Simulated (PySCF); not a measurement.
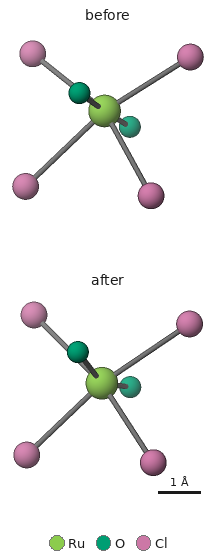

The structure of RuO$_{2}$Cl$_{4}$ (charge −2, multiplicity 3) before (top) and after (bottom) a relaxation, at one scale.

A ball-and-stick model, seen at a tilt.

The start comes from GFN2-xTB.

The calculation used PySCF 2.14.0, density-fitted response routines, PBE0-D3(BJ)/def2-SVP geometry optimisation, gas phase. 

**What changed between the two?**

The energy falls by 90.8 kJ/mol in 12 geometry steps. Largest force component: 7.9 eV/Å at the start, 0.0089 eV/Å at the end. The largest move after the best rigid fit is that of the Ru atom, 0.19 Å. Largest moves by element: Ru 0.19 Å, O 0.15 Å, Cl 0.10 Å. Among the contacts that change: Cl–Ru 2.655 → 2.525 Å, Cl–Ru 2.502 → 2.606 Å, O–Ru 1.586 → 1.678 Å, Cl–Ru 2.574 → 2.528 Å. Bond angles that change, for instance: O–Ru–O 178.2° → 156.5°, Cl–Ru–Cl 159.4° → 169.1°, Cl–Ru–Cl 112.6° → 104.7°.

Limits of the set-up: the basis has no diffuse functions, which an anion needs.
